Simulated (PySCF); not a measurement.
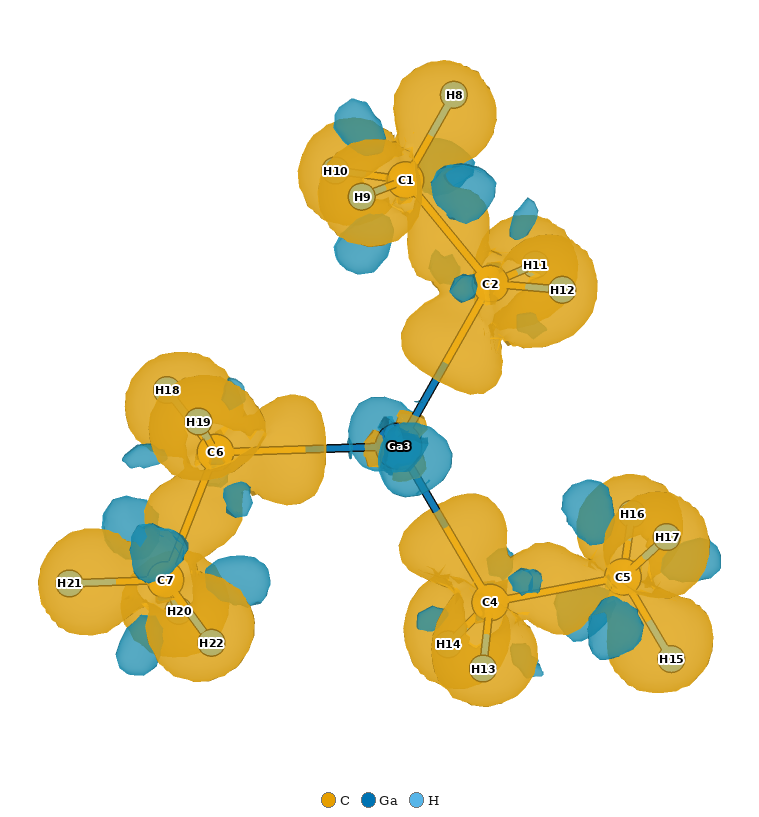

C6H15Ga, SMILES `CC[Ga](CC)CC`. Deformation density (molecule less spherical, spin-averaged free atoms at the same positions), surfaces at ±0.07 e/Å³; yellow: gain, teal: loss.

Method: TPSSh/cc-pVDZ; geometry: GFN2-xTB; program: PySCF. No frequency check shows the geometry to be a minimum. GFN2-xTB bond lengths at metals and heavier atoms can be off by up to 0.1 Å and shapes distorted, which carries into these values.

Input

```python
import numpy as np
from pyscf import gto, scf, dft
from pyscf.scf import atom_ks, atom_hf
from scipy.linalg import block_diag

def solve(mol, dm0=None, hcore=None):
    mf = (dft.UKS if mol.spin else dft.RKS)(mol, xc='tpssh')
    mf.grids.level = 3
    mf = mf.density_fit(auxbasis='def2-universal-jkfit')
    mf.conv_tol, mf.max_cycle = 1e-8, 80
    if hcore is not None:
        mf.get_hcore = lambda *args: hcore
    mf.kernel(dm0)
    if not mf.converged:
        mf = mf.newton().run(mf.mo_coeff, mf.mo_occ, max_cycle=30)
    assert mf.converged, 'SCF not converged'
    return mf

mol = gto.M(atom='''
C     -0.16303    -2.99197    -0.02516
C     -1.08658    -1.77099     0.01374
Ga     0.00037     0.00000     0.01092
C     -0.99078     1.82631     0.01374
C     -2.50995     1.63698    -0.02516
C      2.07668    -0.05531     0.01373
C      2.67230     1.35500    -0.02516
H     -0.73234    -3.92301    -0.01445
H      0.50760    -2.99410     0.83594
H      0.45151    -2.98030    -0.92692
H     -1.76855    -1.79610    -0.84561
H     -1.72274    -1.81889     0.90671
H     -0.71418     2.40118     0.90671
H     -0.67154     2.42946    -0.84561
H     -3.03160     2.59554    -0.01445
H     -2.80711     1.09893    -0.92692
H     -2.84710     1.05726     0.83594
H      2.43940    -0.63336    -0.84562
H      2.43624    -0.58229     0.90670
H      2.35492     1.88137    -0.92692
H      3.76326     1.32748    -0.01446
H      2.33882     1.93684     0.83594
''', basis='cc-pvdz', charge=0, spin=0, verbose=4)
mf = solve(mol)
mf.analyze()
# spherically averaged free atoms, for the promolecule
atm = atom_ks.get_atm_nrks(mol, xc='tpssh')
pro = block_diag(*[(atm[a[0]][2] * atm[a[0]][3]) @ atm[a[0]][2].T for a in mol._atom])
np.savez('result.npz', e=mf.e_tot, c=mf.mo_coeff, occ=mf.mo_occ, eps=mf.mo_energy, pro=pro, dip=mf.dip_moment(verbose=0), s2=mf.spin_square()[0])
```

Launched as:

```sh
OMP_NUM_THREADS=1 python input.py
```

The run took 120 s on 1 thread of Arm Neoverse V1, on a shared host, peak memory 0.85 GiB.

Partitions, critical points and surface values were worked out afterwards from this run's density.

**Describe the bonding that the map shows.**

C7–H21, C1–H8 and C5–H15: +0.63 e/Å³ at the bond critical point (bond length 1.09 Å, Mayer order 1.0). C7–H20, C1–H10 and C5–H16: +0.63 e/Å³ at the bond critical point (bond length 1.09 Å, Mayer order 1.0). C1–H9, C5–H17 and C7–H22: +0.63 e/Å³ at the bond critical point (bond length 1.09 Å, Mayer order 1.0). C2–H11, C4–H14 and C6–H18: +0.59 e/Å³ at the bond critical point (bond length 1.10 Å, Mayer order 0.9). C2–H12, C4–H13 and C6–H19: +0.59 e/Å³ at the bond critical point (bond length 1.10 Å, Mayer order 0.9). C1–C2, C4–C5 and C6–C7: +0.41 e/Å³ at the bond critical point (bond length 1.53 Å, Mayer order 1.1). Ga3–C6, C2–Ga3 and Ga3–C4: +0.14 e/Å³ at the bond critical point (bond length 2.08 Å, Mayer order 0.9). In all, 4.4 electrons gather in the regions of gain relative to the promolecule. A small or negative value marks a very polar bond, one between electron-rich atoms, whose free-atom densities already overlap strongly, a long bond to a heavier atom, or a closed-shell contact such as a hydrogen bond.

**Where do the Hirshfeld charges lie?**

The highest Hirshfeld charge is on Ga3 (+0.46 e), the lowest on C2, C4 and C6 (−0.17 e).

```
atom  charge (e)
  C1       −0.10
  C2       −0.17
 Ga3       +0.46
  C4       −0.17
  C5       −0.10
  C6       −0.17
  C7       −0.10
  H8       +0.03
  H9       +0.03
 H10       +0.03
 H11       +0.02
 H12       +0.02
 H13       +0.02
 H14       +0.02
 H15       +0.03
 H16       +0.03
 H17       +0.03
 H18       +0.02
 H19       +0.02
 H20       +0.03
 H21       +0.03
 H22       +0.03
```
